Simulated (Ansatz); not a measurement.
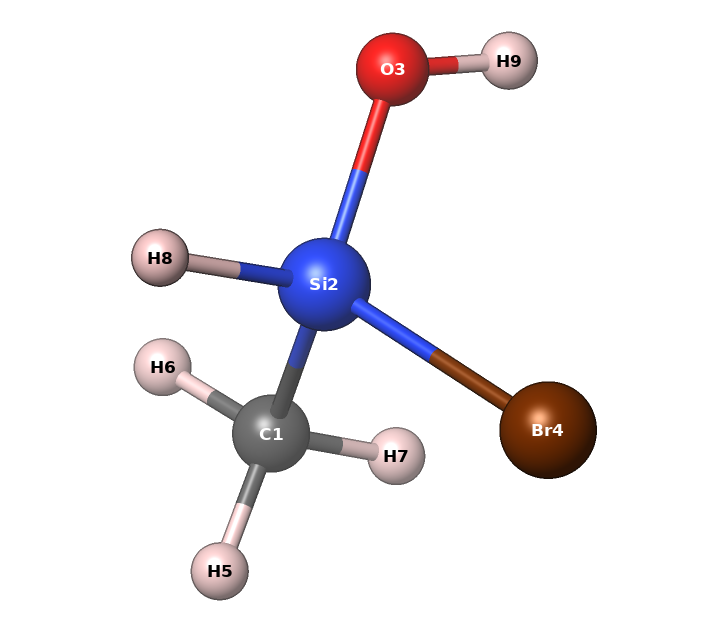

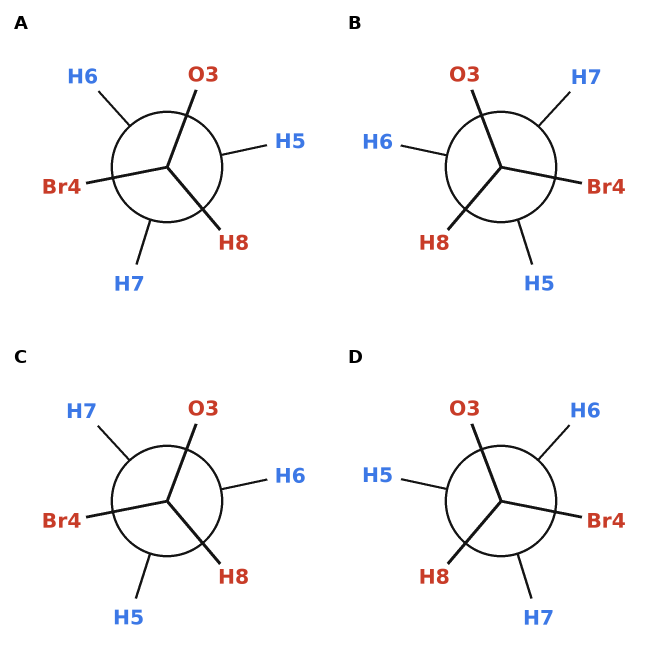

Depth is shown by fading: the farther an atom, the more it takes the colour of the background. Bonds that would overlap in a projection are set slightly apart. The geometry was computed by an optimisation with PBE-D4/def2-SVP. No frequency run is at hand to confirm it as a minimum.

**Which Newman projection shows the view along Si2–C1, with Si2 in front?**

B. The torsion angle Br4–Si2–C1–H5 is 61°, synclinal (gauche).
